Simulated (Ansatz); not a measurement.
We consider rutile SnO2, described by r²SCAN+SOC in Ansatz (plane waves, PAW).

Run with plane-wave cutoff 560 eV, 8×8×10 k mesh (along the axes of the cell as run), Fermi–Dirac smearing 0.01 eV, PAW data made under PBE.

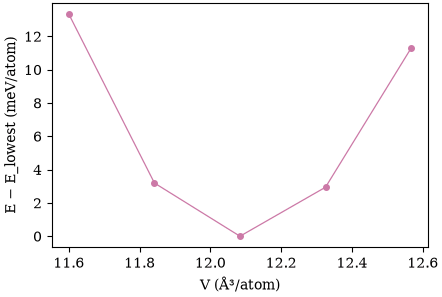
Figure. Total energy against volume

Problem. From the curve, estimate the equilibrium volume and the bulk modulus.

Solution. V0 ≈ 12.1 Å³/atom and B0 ≈ 200 GPa; the fit gives V0 = 12.083 Å³/atom, B0 = 203 GPa, B′ = 5.2.

Shape and atoms are relaxed at each volume.

Measured, for comparison: bulk modulus 212 GPa (temperature not stated, not corrected to a static lattice, from measured elastic constants; as tabulated in Toher et al. (2017), arXiv:1611.05714). Computed (rounded) less measured: bulk modulus -4 %.

Note: the bulk modulus comes from volumes at which shape and atoms were relaxed.

Cost on a shared machine: very roughly 100 core-minutes.

Ansatz is a first-principles code.
